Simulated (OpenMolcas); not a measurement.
# C2H6S (ethanethiol) at FNO-MP2/aug-cc-pVDZ (RICD fitting, virtual fraction 0.8)

Aim: the energy change on altering one bond length of C2H6S (ethanethiol) at FNO-MP2/aug-cc-pVDZ (RICD fitting, virtual fraction 0.8), from 2 runs. 

Program for the calculation: OpenMolcas 26.06.

## Step 1: Starting point

C2H6S: 9 atoms, total charge 0, spin state singlet. SMILES: `CCS`. Geometry: relaxed at PBE0-D4/def2-TZVP. This is one conformer, not always the lowest.

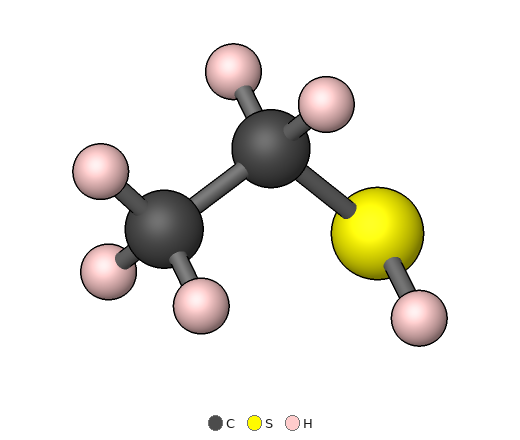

The structure, seen from a chosen angle (carbon dark grey, sulfur yellow, hydrogen pink).

## Step 2: A single-point energy at FNO-MP2/aug-cc-pVDZ (RICD fitting, virtual fraction 0.8)

job.inp reads:

```
>>> EXPORT MOLCAS_PRINT=2
&gateway
baslib=$CurrDir
coord
9
angstrom
C       -0.681060       0.352580      -0.582130
C        0.639520      -0.221900      -0.114960
S        0.539160      -1.132170       1.449440
H       -1.434960      -0.430450      -0.679020
H       -0.564240       0.844440      -1.552390
H       -1.058220       1.094540       0.125580
H        1.015160      -0.960450      -0.827390
H        1.403980       0.552440      -0.028340
H        0.140660      -0.099050       2.209210
basis=aug-cc-pVDZ
group=NoSym
ricd
&seward
&scf
prorbitals=1 1
&mbpt2
fnomp2=0.8
domp2
frozen=7
```

The basis set aug-cc-pVDZ is read from a file made from the Basis Set Exchange's data (not shown).

Started as:

```console
$ export MOLCAS_MEM=1860
$ pymolcas job.inp > job.log
```

The program printed:

```text
--- Start Module: gateway ---
[...]
--- Stop Module: gateway /rc=_RC_ALL_IS_WELL_ ---
[...]
      Basis functions          127
[...]
--- Start Module: scf ---
[...]
       Convergence after  11 Iterations
[...]
::    Total SCF energy                               -476.7704391729
[...]
      Total spin, S                                     0.0000000000
[...]
      Total electronic charge=   34.000000
      Total            charge=   -0.000000
[...]
      Dipole Moment (debye):
      Origin of the operator (angstrom)=    0.2618   -0.5421    0.6001
                   X= -2.2526E-01               Y=  1.4607E+00               Z= -1.0724E+00           Total=  1.8260E+00
      Quadrupole Moment (debye*angstrom):
[...]
--- Stop Module: scf /rc=_RC_ALL_IS_WELL_ ---
[...]
--- Start Module: mbpt2 ---
[...]
WARNING!
Default frozen orbitals as non valence orbitals is overwritten by user input.
Default values:   7
[...]
       Reference weight ( Cref**2 )         =        0.85387
::    Total MBPT2 energy                             -477.2213621112
[...]
--- Stop Module: mbpt2 /rc=_RC_ALL_IS_WELL_ ---
[...]
```

Wall time 5.1 s (1 thread of Arm Neoverse V2, shared host); peak memory 0.093 GiB.

## Step 3: The distorted shape at the same level

job.input reads:

```
* C2H6S FNO-MP2
&GATEWAY
BASLIB=$CurrDir
COORD
9
angstrom
C       -0.757494       0.275158      -0.590791
C        0.563086      -0.299322      -0.123621
S        0.462726      -1.209592       1.440779
H       -1.511394      -0.507872      -0.687681
H       -0.640674       0.767018      -1.561051
H       -1.134654       1.017118       0.116919
H        0.938726      -1.037872      -0.836051
H        1.403980       0.552440      -0.028340
H        0.064226      -0.176472       2.200549
BASIS=aug-cc-pVDZ
GROUP=NoSym
RICD
&SEWARD
&SCF
PRORBITALS=1 1
&MBPT2
FNOMP2=0.8
DOMP2
FROZEN=7
```

The basis set aug-cc-pVDZ is read from a file made from the Basis Set Exchange's data (not shown).

Started as:

```console
$ export MOLCAS_MEM=1860
$ pymolcas job.input > job.log
```

The program printed:

```text
--- Start Module: gateway ---
[...]
--- Stop Module: gateway /rc=_RC_ALL_IS_WELL_ ---
[...]
      Basis functions          127
[...]
--- Start Module: scf ---
[...]
       Convergence after  11 Iterations
[...]
::    Total SCF energy                               -476.7636476555
[...]
      Total spin, S                                     0.0000000000
[...]
      Total electronic charge=   34.000000
      Total            charge=   -0.000000
[...]
      Dipole Moment (debye):
      Origin of the operator (angstrom)=    0.1866   -0.6183    0.5916
                   X= -2.9491E-01               Y=  1.3923E+00               Z= -1.0378E+00           Total=  1.7614E+00
      Quadrupole Moment (debye*angstrom):
[...]
--- Stop Module: scf /rc=_RC_ALL_IS_WELL_ ---
[...]
--- Start Module: mbpt2 ---
[...]
WARNING!
Default frozen orbitals as non valence orbitals is overwritten by user input.
Default values:   7
[...]
       Reference weight ( Cref**2 )         =        0.85224
::    Total MBPT2 energy                             -477.2163505909
[...]
--- Stop Module: mbpt2 /rc=_RC_ALL_IS_WELL_ ---
[...]
```

Wall time 5.1 s (1 thread of Arm Neoverse V2, shared host); peak memory 0.093 GiB.

## Step 4: Outcome

At FNO-MP2/aug-cc-pVDZ (RICD fitting, virtual fraction 0.8), 7 core orbitals frozen:

| quantity | value |
| --- | --- |
| first shape: total energy | -477.22136 Eh |
| first shape: dipole moment (mean-field density) | 1.83 D |
| first shape: HOMO energy (Hartree–Fock orbitals) | -9.65 eV |
| first shape: LUMO energy (Hartree–Fock orbitals) | 0.97 eV |
| first shape: HOMO–LUMO gap (Hartree–Fock orbitals) | 10.62 eV |
| first shape: correlation energy (7 core orbitals frozen) | -450.9 mEh |
| distorted shape: total energy | -477.21635 Eh |
| distorted shape: dipole moment (mean-field density) | 1.76 D |
| distorted shape: HOMO energy (Hartree–Fock orbitals) | -9.64 eV |
| distorted shape: LUMO energy (Hartree–Fock orbitals) | 0.97 eV |
| distorted shape: HOMO–LUMO gap (Hartree–Fock orbitals) | 10.61 eV |
| distorted shape: correlation energy (7 core orbitals frozen) | -452.7 mEh |
| energy change with the C2–H8 bond stretched from 1.092 to 1.201 Å | 0.136 eV |

With the C2–H8 bond stretched from 1.092 to 1.201 Å the energy rises by 0.14 eV (13.2 kJ/mol). The first shape isn't relaxed at this level, so the change isn't measured from a minimum. Mulliken charges (distorted shape) of the mean-field density run from -0.61 on C2 to +0.35 on C1; in a basis this large or diffuse they mean little.
